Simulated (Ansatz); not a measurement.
# Nb (Im-3m, 1 atom in the cell): from the cell to its phonons, part 2 of 2

Wanted: phonon frequencies of Nb (Im-3m, 1 atom in the cell) and what follows from them.

Ansatz 0.2.0; DFT PBEsol, scalar-relativistic, plane waves, PAW.

So far, highest frequency on the path or at a solved wavevector (cm⁻¹): step 5 (the dispersion) 218. The relaxed cell has a = 3.271 Å (conventional setting).

The database entry behind the starting cell differs from later determinations by our own check (about 0.8 % long, hydrogen-cycled sample), so it need not match the best structure at ambient conditions.

### 6. Finite displacements in a supercell

Finite displacements in a 2×2×2 supercell give force constants from forces alone. They are exact at the wavevectors that the supercell holds, where they check the linear-response result.

Input file input.yaml:

```yaml
crystal:
  lattice:
    - [-1.635410055, 1.635410055, 1.635410055]
    - [1.635410055, -1.635410055, 1.635410055]
    - [1.635410055, 1.635410055, -1.635410055]
  atoms:
    - { symbol: Nb, position: [0.0, 0.0, 0.0] }
kpoints:
  mp_grid: { grid: [20, 20, 20] }
hamiltonian:
  xc: pbesol
scf:
  occupations: { method: methfessel_paxton, width: 0.2 }
output:
  eigenvalues: true
phonons:
  method: fd
  supercell: [2, 2, 2]
  temperatures: { t_max: 1000, t_step: 50 }
  qpath:
    path:
      - [[0.0, 0.0, 0.0], [0.5, -0.5, 0.5], [0.0, 0.0, 0.5], [0.0, 0.0, 0.0], [0.25, 0.25, 0.25], [0.5, -0.5, 0.5]]
      - [[0.25, 0.25, 0.25], [0.0, 0.0, 0.5]]
    npoints: 10
```

The run is started by

```bash
$ ansatz run input.yaml --threads 4 --pin off --max-ram 7168MiB --backend cpu --events-out ev --progress --plain --runs-dir out
```

Numbers of over 12 decimals in the logs are rounded to 6 here.

The program printed:

```text
[...]
Crystal: 8 atoms, lattice volume = 139.968 Å³
Basis set: ecut = 420 eV, 2731 PW (Γ), exchange–correlation on 80×80×80 points (8 copies of the dense FFT grid, shifted against one another)
Bands: 69, of which v1, the nominal top of the filled ones, is band 52 counted from 1 (51 counted from 0)
Symmetry: 384 space group operations
k-points: 47 of 1000
[...]
SCF iter   1: F=—  HF=-35963.627423 eV  |F-HF|=—  |Δ(HF+E_count)|=         —  Δρ=3.56e-8  dr2=4.71e-13  ethr=1.00e-12  ⟨swp⟩=3.0  Hψ=8256  notcnv=0
[...]
SCF iter   2: F=-35963.627423 eV  HF=-35963.627423 eV  |F-HF|=0.00e0  |Δ(HF+E_count)|=    0.00e0  S|Δr|=    0.00e0  Δρ=1.91e-8  dr2=1.34e-13  ethr=1.00e-12  ⟨swp⟩=2.0  Hψ=5885  notcnv=0
SCF 1 converged in 2 iterations: F = -35963.627423 eV  dr2 = 1.34e-13
[...]
Symmetry: 8 space group operations
k-points: 102 of 1000 (time reversal used)
[...]
SCF iter   6: F=-35963.627394 eV  HF=-35963.627394 eV  |F-HF|=1.46e-11  |Δ(HF+E_count)|=    0.00e0  S|Δr|=    0.00e0  Δρ=4.54e-8  dr2=2.40e-12  ethr=1.00e-12  ⟨swp⟩=5.2  Hψ=25895  notcnv=0
SCF 2 converged in 6 iterations: F = -35963.627394 eV  dr2 = 2.40e-12
[...]
SCF converged after 2 iterations
[...]
Free energy (F): -35963.627423 eV
[...]
Internal energy: -35963.637227 eV  (E = F + TS)
E sigma→0 (E₀):  -35963.629874 eV
Entropy (-TS):   0.009803 eV (1.225 meV/atom)
Fermi energy:    18.247498 eV
[...]
--- Band table (eV; the first three rows and the last of 47) ---
  k-point 0: bands = [... 48 lower, 18.5990, 18.5990, 20.6831, 20.6831, 20.6831, 20.6831, 20.6831, 20.6831, ... 13 higher]
  k-point 1: bands = [... 48 lower, 18.5839, 18.7023, 20.1068, 20.3393, 20.3393, 20.3393, 20.3393, 20.3742, ... 13 higher]
  k-point 2: bands = [... 48 lower, 18.5226, 19.0090, 19.1282, 19.6236, 19.6236, 19.6236, 19.6236, 19.6936, ... 13 higher]
  k-point 46: bands = [... 48 lower, 17.1369, 17.1369, 19.2274, 19.2274, 19.2274, 19.2274, 19.2274, 19.2274, ... 13 higher]
--- Phonons: 1 displaced member + reference (amplitude 0.0025 Å, Σ member SCF iterations 6) ---
  symmetry images taken by strict's conditions (phonons.symmetry_images: auto; settled by no image being taken that strict refuses)
  ASR residual: 2.671e-4 → 0.000e0 eV/Å²; symmetrization residual: 1.066e-14 eV/Å²
  largest component of a force at the reference: 2.1e-29 eV/Å
  ASR residual per site (eV/Å²): 2.67e-4
  Γ frequencies (cm⁻¹): 0.00 0.00 0.00
[...]
zero-point energy: 0.030002 eV/cell   skipped modes (ω ≤ 0): 3   left out of the sums: 5.69e-5 of the cell's modes: C_V's classical limit lies that fraction below 3 k_B per atom; for a crystal, a wire or a layer, F and S can be off by more, and a phonons.interpolated_qmesh denser along its periods is the remedy for the sampling
```

Elapsed: 18 s, on 4 threads of Arm Neoverse V2, shared host; peak memory 1.1 GiB.

This step gave:

```
atoms in the supercell               : 8
sum-rule residual before enforcement : 2.67e-4 eV/Å²
lowest frequency on the path         : 0 cm⁻¹
```

Interpolated from a 2×2×2 supercell, rough between the solved points. The phonon branches at the labelled points (cm⁻¹):

```tsv
point	branch 1	branch 2	branch 3
Γ	0	0	0
H	218	218	218
N	141	172	186
Γ	0	0	0
P	174	174	174
H	218	218	218
jump to P	174	174	174
N	141	172	186
```

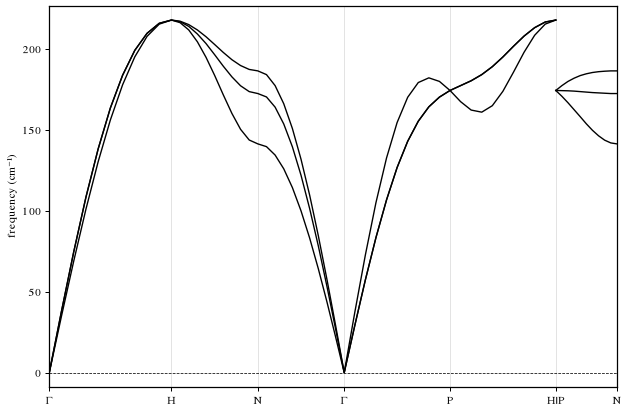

Phonon branches along the path.

The phonon density of states has structure finer than the step of the table below, so its rows give means over 10 cm⁻¹, whole bins alone (the curve runs from 1 to 219 cm⁻¹). Peaks (cm⁻¹: height): 173.0: 0.0535, 183.0: 0.0608.

Tetrahedra on a 26×26×26 mesh, mean over bins of 2 cm-1. Interpolated from a 2×2×2 supercell, rough between the solved points. Table of phonon density of states by wavenumber; means over each step:

```tsv
wavenumber (cm⁻¹)	phonon density of states (1/cm⁻¹/cell)
10	2.7e-5
20	1.4e-4
30	3.5e-4
40	6.5e-4
50	0.00106
60	0.00157
70	0.00225
80	0.00311
90	0.00421
100	0.00565
110	0.00757
120	0.0103
130	0.0144
140	0.0230
150	0.0309
160	0.0356
170	0.0418
180	0.0494
190	0.0377
200	0.0192
210	0.0102
```

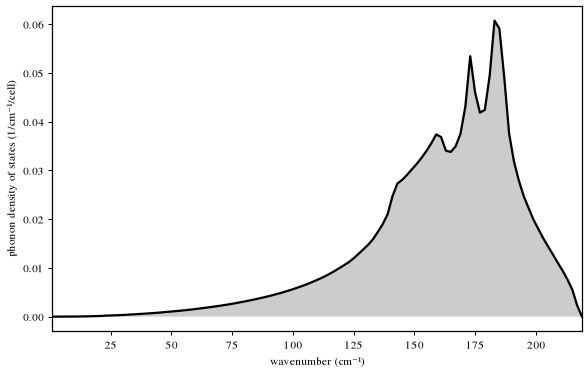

Phonon density of states against wavenumber.

### 7. Results

```json
{
  "space group after relaxation (within 0.01 Å)": "Im-3m",
  "volume per atom": "17.5 Å³",
  "electronic character": "no gap on this mesh",
  "lowest mode on the q mesh (acoustic modes at Γ apart)": "73.5 cm⁻¹",
  "highest frequency on the path or at a solved wavevector": "218 cm⁻¹",
  "imaginary modes on the 4×4×4 q mesh": "none"
}
```

What this shows: No mode is imaginary at the 8 irreducible wavevectors solved, but between them the interpolated path dips to 36.7i cm⁻¹, so stability is not settled. The interpolated path dips to 37i cm⁻¹ between the solved wavevectors, which may come from the interpolation; a denser q mesh would tell. With no gap, or one that is small against the smearing, the frequencies hang on the k mesh and the smearing, most of all near Kohn anomalies. A phonon run warned that its eigensolver left some bands unconverged in a pass. These are harmonic frequencies at zero temperature: anharmonic shifts, linewidths and thermal expansion are left out.

[Logs are printed without paths, hosts, clocks, repeated set-up lines and the standing remarks that a program may print on its own settings, such as how far it seeks lower states.]

[Hosts, paths, dates, database ids (printed as entryN), source tags and the programs' standing remarks are cut or masked in the printed files.]
